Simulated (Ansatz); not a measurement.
# BNH6 (SMILES [BH3-][NH3+]) at FCI/STO-3G

What is the energy change on altering one bond length of BNH6 at FCI/STO-3G? 

The calculation is run with Ansatz 0.2.0.

48 further runs of the same task are left out: 2 that didn't finish, 46 set aside as unsound or not needed.

### 1 The molecule

The species is BNH6 (8 atoms), meant as a singlet with charge 0. As SMILES, `[BH3-][NH3+]`. Geometry: relaxed at PBE0-D4/def2-TZVP.

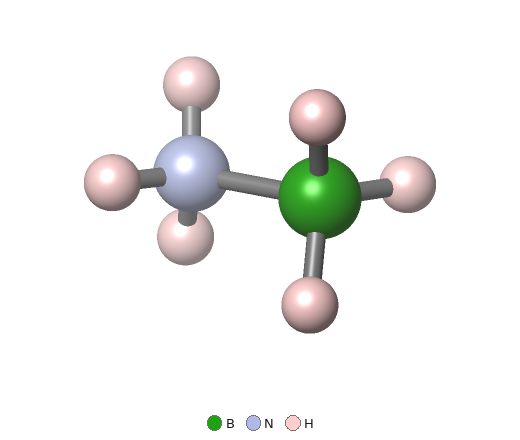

The structure, seen from a chosen angle (boron green, nitrogen light blue, hydrogen pink).

### 2 A single-point energy at FCI/STO-3G

Input file job.yaml:

```yaml
crystal:
  periodic: [false, false, false]
  atoms:
    - {symbol: B, position_ang: [-0.191300, 0.250800, -0.775400]}
    - {symbol: "N", position_ang: [0.206500, -0.255100, 0.731700]}
    - {symbol: H, position_ang: [-0.078200, -0.728400, -1.481000]}
    - {symbol: H, position_ang: [-1.332600, 0.649700, -0.687200]}
    - {symbol: H, position_ang: [0.604400, 1.126600, -1.038400]}
    - {symbol: H, position_ang: [0.140800, 0.507000, 1.398700]}
    - {symbol: H, position_ang: [1.156600, -0.611300, 0.755300]}
    - {symbol: H, position_ang: [-0.414000, -0.996500, 1.040500]}
basis:
  gaussian:
    orbitals: STO-3G
correlation:
  method: fci
  frozen_orbitals: {B: 1, H: 0, "N": 1}
accuracy: high
```

Started as:

```sh
ansatz run job.yaml --threads 1 --pin off --max-ram 2610MiB --events-out events.jsonl --progress --plain --runs-dir runs
```

Output:

```text
Warning: RAYON_NUM_THREADS=1 ignored (pool sized by the plan → 1); use --threads N
Functional definition: HF
  name "HF"
  exchange = exact_x
  correlation = 0
276 factors; integrals over basis functions are off by at most 8.0e-9 eV
mean field evaluation 1: about -2219.3537 eV, gradient 1.4e1 eV
mean field evaluation 2: about -2219.4429 eV, gradient 1.4e1 eV
mean field evaluation 4: about -2220.2804 eV, gradient 1.1e0 eV
mean field evaluation 8: about -2220.2846 eV, gradient 1.4e-6 eV
mean field -2220.28457934 eV, -81.5939533279 hartree, gradient 1.5e-8 eV, S^2 0.000000; 0 other end points of the search recorded, 0 dependent functions left out
2 core orbitals not correlated: weight in the atoms' cores, before any rotation towards them, 1.000 or more for the frozen orbitals, at most 0.000 for the correlated occupied ones
reference -2220.28457934 eV, -81.5939533279 hartree; 7, 7 occupied and 7, 7 virtual orbitals, 276 factors
state -2223.95826821 eV, -81.7289589036 hartree
Total energy: -2223.95826821 eV, -81.7289589036 hartree
```

Wall time 58 s (1 thread of Arm Neoverse V1, shared host); peak memory 0.93 GiB.

### 3 The distorted shape

Input file job.yaml:

```yaml
crystal:
  periodic: [false, false, false]
  atoms:
    - symbol: B
      position_ang: [-0.390225, 0.031850, -0.709650]
    - symbol: N
      position_ang: [0.007575, -0.474050, 0.797450]
    - symbol: H
      position_ang: [-0.277125, -0.947350, -1.415250]
    - symbol: H
      position_ang: [-1.531525, 0.430750, -0.621450]
    - symbol: H
      position_ang: [0.604400, 1.126600, -1.038400]
    - symbol: H
      position_ang: [-0.058125, 0.288050, 1.464450]
    - symbol: H
      position_ang: [0.957675, -0.830250, 0.821050]
    - symbol: H
      position_ang: [-0.612925, -1.215450, 1.106250]
basis:
  gaussian: {orbitals: STO-3G}
correlation: {method: fci, frozen_orbitals: {B: 1, H: 0, "N": 1}}
accuracy: high
```

Started as:

```sh
ansatz run job.yaml --threads 1 --pin off --max-ram 2610MiB --events-out events.jsonl --progress --plain --runs-dir runs
```

Output:

```text
Warning: RAYON_NUM_THREADS=1 ignored (pool sized by the plan → 1); use --threads N
[... 4 set-up lines as earlier in the session ...]
276 factors; integrals over basis functions are off by at most 1.3e-8 eV
mean field evaluation 1: about -2217.9062 eV, gradient 1.5e1 eV
mean field evaluation 2: about -2217.9883 eV, gradient 1.5e1 eV
mean field evaluation 4: about -2218.9526 eV, gradient 1.2e0 eV
mean field evaluation 8: about -2218.9575 eV, gradient 2.0e-6 eV
mean field -2218.95750610 eV, -81.5451842856 hartree, gradient 1.4e-8 eV, S^2 0.000000; 0 other end points of the search recorded, 0 dependent functions left out
2 core orbitals not correlated: weight in the atoms' cores, before any rotation towards them, 1.000 or more for the frozen orbitals, at most 0.000 for the correlated occupied ones
reference -2218.95750610 eV, -81.5451842856 hartree; 7, 7 occupied and 7, 7 virtual orbitals, 276 factors
state -2222.94906823 eV, -81.6918714884 hartree
Total energy: -2222.94906823 eV, -81.6918714884 hartree
```

It took 66 s on 1 thread of Arm Neoverse V1, shared host; peak memory 0.93 GiB.

### 4 What came out

Level: FCI/STO-3G, 2 core orbitals frozen.

```
                                                         quantity         value
                                        first shape: total energy  -81.72896 Eh
         first shape: correlation energy (2 core orbitals frozen)    -135.0 mEh
                                    distorted shape: total energy  -81.69187 Eh
     distorted shape: correlation energy (2 core orbitals frozen)    -146.7 mEh
energy change with the B1–H5 bond stretched from 1.212 to 1.515 Å      1.009 eV
```

**Reading.** With the B1–H5 bond stretched from 1.212 to 1.515 Å the energy rises by 1.01 eV (23 kcal/mol). The first shape isn't relaxed at this level, so the change isn't measured from a minimum. The minimal basis adds a large error of its own.
